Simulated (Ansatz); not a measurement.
The parent structure is Sn in the diamond structure (space group Fd-3m, No. 227; a = 6.656 Å; relaxed with 0.1 eV smearing).

Structures relaxed with PBE/PAW in Ansatz (a program for electronic structure), scalar-relativistic without spin-orbit coupling.

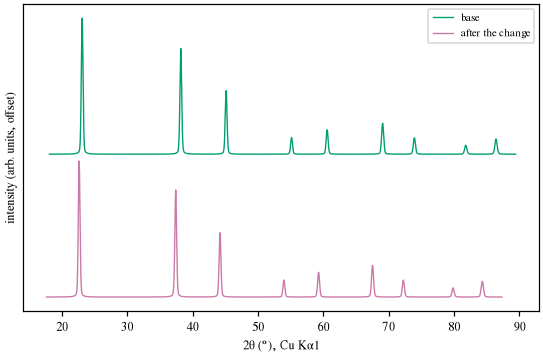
Figure: Simulated powder patterns before (top) and after one change

Name the change that was made.
A) isotropic strain +3.00 %
B) isotropic strain +2.00 %
C) isotropic strain +0.50 %
D) isotropic strain +2.50 %

B, isotropic strain +2.00 %. Its volume per atom is 39.12 Å³ against 36.86 Å³, and its space group is Fd-3m (No. 227).

Whether these cells are dynamically stable was not tested.
